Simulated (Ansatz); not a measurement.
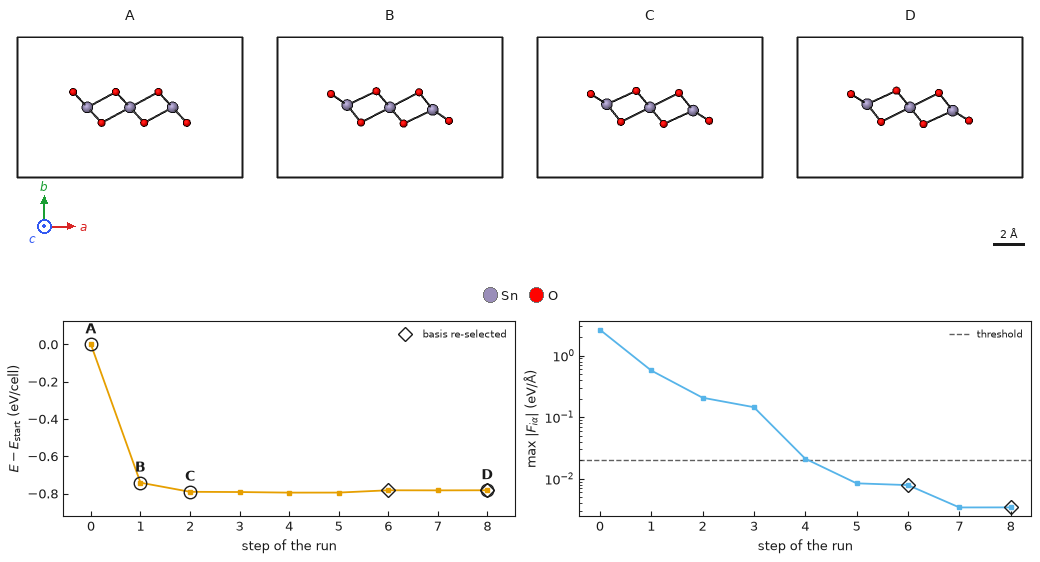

Frames of a relaxation of a wire of composition SnO2, marked on the history of the run. A ball-and-stick model of the 2 repeat of the cell, with the vacuum cut short, seen along the c axis.

Case: zigzag ribbon, 3 formula units a period, edge spins parallel.

Theory: DFT PBE, scalar-relativistic, plane waves, PAW in Ansatz. Settings: plane-wave cutoff 420 eV; k-point mesh 1 × 1 × 17; occupations gaussian; smearing width 0.05 eV; collinear spin; cell relaxed at fixed a, b, alpha, beta, gamma; force threshold 0.02 eV/Å; at most 45 steps.

> Describe the path.

After 6 accepted moves (8 points after the start) the energy has fallen by 0.782 eV per cell of the calculation. Largest force component: 2.6 eV/Å at the start, 0.0034 eV/Å at the end. The SCF was repeated twice at an unchanged geometry on a basis and grid sized afresh for the cell, which shifted the energy by 12.4 meV per cell of the calculation at most. The largest moves, 0.21 Å, are those of Sn atoms. Largest moves by element: Sn 0.21 Å, O 0.20 Å. Along the periodic axis the drawn cell goes c 6.455 → 6.275 Å (−2.8 %). Among the contacts that change: O–Sn 2.120 → 2.006 Å, O–Sn 2.120 → 2.155 Å, O–Sn 2.120 → 2.109 Å. Bond angles that change, for instance: O–Sn–O 180.0° → 166.0°, O–Sn–O 99.1° → 110.1°, Sn–O–Sn 99.1° → 93.4°. The program noted that the starting moments weren't kept. Cost: 77 s on 4 threads of Intel(R) Xeon(R) 6975P-C (Granite Rapids), on a shared host, peak memory 1.4 GiB. From step 0 to 1: O atoms move most (0.19 Å), energy −0.741 eV per cell of the calculation. From step 1 to 2: Sn atoms move most (0.05 Å), energy −48.9 meV per cell of the calculation. From step 2 to 8: Sn atoms move most (0.02 Å), energy +8.3 meV per cell of the calculation.
